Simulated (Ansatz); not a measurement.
**What a change does: single-point calculation on Si₂H₅Br**

System: Si₂H₅Br, SMILES [SiH3][SiH2]Br.
Method of run A: RKS PBE0-D4/def2-TZVPP (Ansatz 0.2.0).

The geometry comes from this level: PBE0-D4/def2-TZVP. Text and figures count atoms from 1; the logs count them from 0 in places.

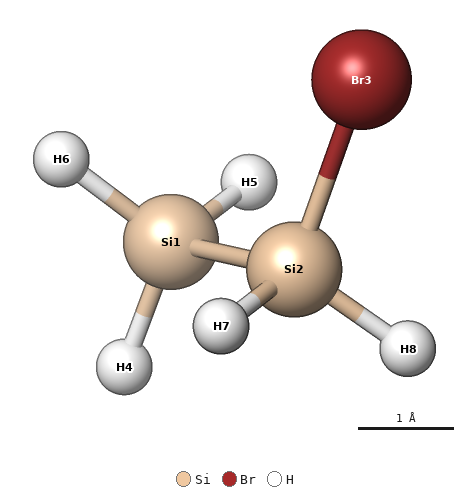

Figure 1. The input geometry (ball-and-stick view, seen at a tilt; atoms are numbered from 1 in the order of the input). Bond lengths as drawn: Br–Si 2.23 Å, H–Si 1.48 to 1.49 Å and Si–Si 2.34 Å.

**The input, run A**
```yaml
crystal:
  periodic: [false, false, false]
  atoms:
    - {symbol: Si, position_ang: [-0.689978, 0.902717, -0.398418]}
    - {symbol: Si, position_ang: [0.515824, -0.969414, 0.308822]}
    - {symbol: Br, position_ang: [2.500829, -0.280190, 1.059213]}
    - {symbol: H, position_ang: [-2.023513, 0.479592, -0.905718]}
    - {symbol: H, position_ang: [0.056167, 1.586166, -1.486038]}
    - {symbol: H, position_ang: [-0.870854, 1.834043, 0.744640]}
    - {symbol: H, position_ang: [-0.159838, -1.684177, 1.420867]}
    - {symbol: H, position_ang: [0.763463, -1.925937, -0.799269]}
basis:
  gaussian: {orbitals: def2-TZVPP}
hamiltonian: {xc: pbe0, dispersion: d4}
output: {orbitals: {seedname: orbitals}}
```

Hardware: 2 CPU threads, shared host.

**Output (run A)**
```
Functional definition: PBE0
  parameter a = 0.25
  parameter kappa = 0.804
  parameter beta = 0.06672455060314922
  exchange = (1 - a)*pbe_x(kappa = kappa, mu = beta*pi^2/3) + a*exact_x
  correlation = pbe_c(beta = beta)
1290 factors; their error is unknown
mean field evaluation 1: about -85868.8471 eV, gradient 1.2e1 eV
mean field evaluation 2: about -85869.1839 eV, gradient 5.5e0 eV
mean field evaluation 4: about -85869.2717 eV, gradient 5.9e-1 eV
mean field evaluation 8: about -85869.7349 eV, gradient 6.8e-2 eV
mean field -85869.73487169 eV, -3155.6545519379 hartree, gradient 3.7e-5 eV, S^2 0.000000; 0 other end points of the search recorded, 0 dependent functions left out
reference -85869.73490431 eV, -3155.6545531367 hartree; 34, 34 occupied and 168, 168 virtual orbitals, 1290 factors
Total energy: -85869.89244153 eV, -3155.6603425228 hartree
```

The input of run B differs as follows (lines with − go, lines with + come):
```diff
-  gaussian: {orbitals: def2-TZVPP}
+  gaussian: {orbitals: "def2-QZVPP.json"}
```

Predict how the results change.

The total energy of run B is 45.4 kcal/mol lower, which measures the change of basis and not a stability. The LUMO goes from −0.76 to −0.83 eV. The basis functions go from 202 to 379.

**Output (run B)**
```
Functional definition: PBE0
  parameter a = 0.25
  parameter kappa = 0.804
  parameter beta = 0.06672455060314922
  exchange = (1 - a)*pbe_x(kappa = kappa, mu = beta*pi^2/3) + a*exact_x
  correlation = pbe_c(beta = beta)
1627 factors; their error is unknown
mean field evaluation 1: about -85870.9515 eV, gradient 1.4e1 eV
mean field evaluation 2: about -85871.3316 eV, gradient 9.0e0 eV
mean field evaluation 4: about -85871.5146 eV, gradient 7.2e-1 eV
mean field evaluation 8: about -85871.7027 eV, gradient 2.2e-1 eV
mean field -85871.70274383 eV, -3155.7268699050 hartree, gradient 5.6e-5 eV, S^2 0.000000; 0 other end points of the search recorded, 0 dependent functions left out
reference -85871.70278399 eV, -3155.7268713808 hartree; 34, 34 occupied and 345, 345 virtual orbitals, 1627 factors
Total energy: -85871.86032121 eV, -3155.7326607668 hartree
```

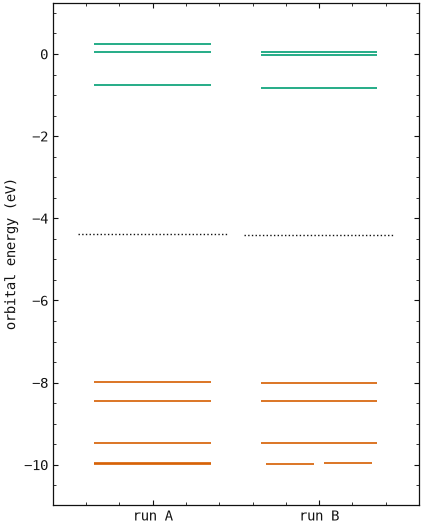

Figure 2. The five highest filled and three lowest empty orbital energies of the two runs; the dotted lines part filled from empty levels. The HOMO–LUMO gap is 7.24 eV in run A and 7.17 eV in run B.

**The two runs side by side**

```csv
quantity,run A,run B
outcome,converged,converged
total energy (hartree),−3155.660343,−3155.732661
HOMO (eV),−8.00,−8.00
LUMO (eV),−0.76,−0.83
basis functions,202,379
wall time (shared host),3.9 s,17 s
```
